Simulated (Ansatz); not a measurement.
## Two runs on GeHOF

System: GeHOF, SMILES [OH][Ge][F].
Method of run 1: RHF-CCSD(T), frozen core/def2-TZVPP (Ansatz 0.2.0).

The geometry: displaced from a GFN2-xTB structure. Text and figures count atoms from 1; the logs count them from 0 in places.

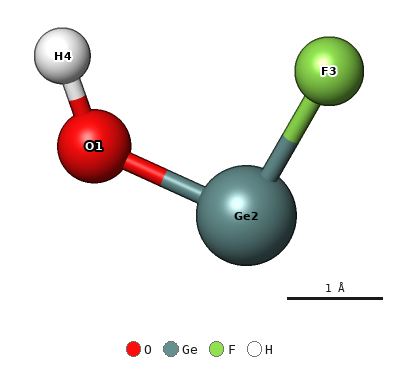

**Figure 1.** The structure (ball-and-stick view, seen at a tilt; atoms are numbered from 1 in the order of the input). Sticks mark near contacts. Bond lengths as drawn: F–Ge 1.93 Å, Ge–O 1.77 Å and H–O 1.03 Å.

The input, run 1:
```yaml
crystal:
  periodic: [false, false, false]
  atoms:
    - {symbol: O, position_ang: [-0.755100, 0.553700, -0.368200]}
    - {symbol: Ge, position_ang: [-0.436200, -0.683500, 0.854500]}
    - {symbol: F, position_ang: [1.448200, -0.889700, 0.507900]}
    - {symbol: H, position_ang: [-0.126200, 0.992200, -1.063400]}
basis:
  gaussian: {orbitals: def2-TZVPP}
correlation: {method: ccsd_t}
output: {forces: true}
```

Hardware: 4 CPU threads, shared host.

Output (run 1):
```
Functional definition: HF
  exchange = exact_x
  correlation = 0
812 factors; integrals over basis functions are off by at most 1.2e-3 eV
mean field evaluation 1: about -61231.7614 eV, gradient 4.8e1 eV
mean field evaluation 2: about -61231.8438 eV, gradient 4.8e1 eV
mean field evaluation 4: about -61235.8888 eV, gradient 2.4e0 eV
mean field evaluation 8: about -61235.9378 eV, gradient 3.9e-1 eV
mean field evaluation 16: about -61235.9384 eV, gradient 1.1e-6 eV
mean field -61235.93839934 eV, -2250.3792289660 hartree, gradient 1.1e-6 eV, S^2 0.000000; 0 other end points of the search recorded, 0 dependent functions left out
11 core orbitals not correlated: weight in the atoms' cores, before any rotation towards them, 1.000 or more for the frozen orbitals, at most 0.000 for the correlated occupied ones
reference -61235.93839934 eV, -2250.3792289660 hartree; 14, 14 occupied and 99, 99 virtual orbitals, 812 factors
second order -19.82044581 eV of doubles, -0.00000000 eV of singles
cycle   1  -19.08524721 eV  change    7.4e-1 eV  update   1.2e-1
cycle   2  -19.62827540 eV  change   -5.4e-1 eV  update   4.3e-2
cycle   3  -19.76846538 eV  change   -1.4e-1 eV  update   2.3e-2
cycle   4  -19.75179682 eV  change    1.7e-2 eV  update   7.0e-3
cycle   5  -19.74479485 eV  change    7.0e-3 eV  update   3.2e-3
cycle   6  -19.74672243 eV  change   -1.9e-3 eV  update   1.4e-3
cycle   7  -19.74693578 eV  change   -2.1e-4 eV  update   4.2e-4
cycle   8  -19.74662387 eV  change    3.1e-4 eV  update   1.6e-4
cycle   9  -19.74665099 eV  change   -2.7e-5 eV  update   5.2e-5
cycle  10  -19.74668701 eV  change   -3.6e-5 eV  update   2.1e-5
cycle  11  -19.74666180 eV  change    2.5e-5 eV  update   8.8e-6
cycle  12  -19.74667155 eV  change   -9.8e-6 eV  update   3.7e-6
perturbative correction -0.73097857 eV, -0.0268629670 hartree
the calculation of the forces begins
Total energy: -61256.41604947 eV, -2251.1317687278 hartree
Atom 0 at    -0.755100     0.553700    -0.368200 Å, force     1.214414     1.180016    -1.750775 eV/Å
Atom 1 at    -0.436200    -0.683500     0.854500 Å, force     2.863265     0.205129    -1.068891 eV/Å
Atom 2 at     1.448200    -0.889700     0.507900 Å, force    -2.586577     0.217790     0.532908 eV/Å
Atom 3 at    -0.126200     0.992200    -1.063400 Å, force    -1.491102    -1.602935     2.286759 eV/Å
Dipole moment:    -0.357592     0.077987     0.009570 e Å
```

Run 2 used a changed input.

The two runs side by side:

| quantity | run 1 | run 2 |
| --- | --- | --- |
| outcome | converged | converged |
| total energy (hartree) | −2251.131769 | −2252.428287 |
| dipole moment (D) | 1.76 | 1.78 |
| largest force (eV/Å) | 3.166 | 3.295 |
| basis functions | 124 | 124 |
| wall time (shared host) | 29 s | 0.7 s |

Which change of the input explains these differences?

The change (lines with − go, lines with + come):
```diff
-correlation: {method: ccsd_t}
+hamiltonian: {xc: {name: LC-wPBE}}
```

The total energies belong to different methods, so their difference says nothing on which is more stable or more accurate. The largest force goes from 3.166 to 3.295 eV/Å.

Output (run 2):
```
Functional definition: LC-wPBE
  parameter omega = 0.4/bohr
  exchange = pbe_x_sr(omega) + exact_x_lr(omega)
  correlation = pbe_c
724 factors; their error is unknown
190 factors; integrals over basis functions are off by at most 2.3e-5 eV
mean field evaluation 1: about -61284.9936 eV, gradient 6.6e1 eV
mean field evaluation 2: about -61279.3853 eV, gradient 9.3e1 eV
mean field evaluation 4: about -61291.7049 eV, gradient 1.5e0 eV
mean field evaluation 8: about -61291.7089 eV, gradient 9.1e-2 eV
mean field evaluation 16: about -61291.6961 eV, gradient 6.9e-5 eV
mean field -61291.69611397 eV, -2252.4282871846 hartree, gradient 6.9e-5 eV, S^2 0.000000; 0 other end points of the search recorded, 0 dependent functions left out
the calculation of the forces begins
reference -61291.69611397 eV, -2252.4282871848 hartree; 25, 25 occupied and 99, 99 virtual orbitals, 724 factors
Total energy: -61291.69611397 eV, -2252.4282871848 hartree
Atom 0 at    -0.755100     0.553700    -0.368200 Å, force     1.479168     1.026920    -1.676469 eV/Å
Atom 1 at    -0.436200    -0.683500     0.854500 Å, force     2.717864     0.355096    -1.183204 eV/Å
Atom 2 at     1.448200    -0.889700     0.507900 Å, force    -2.564736     0.241073     0.501662 eV/Å
Atom 3 at    -0.126200     0.992200    -1.063400 Å, force    -1.632296    -1.623088     2.358011 eV/Å
Dipole moment:    -0.362633     0.080076     0.008498 e Å
```
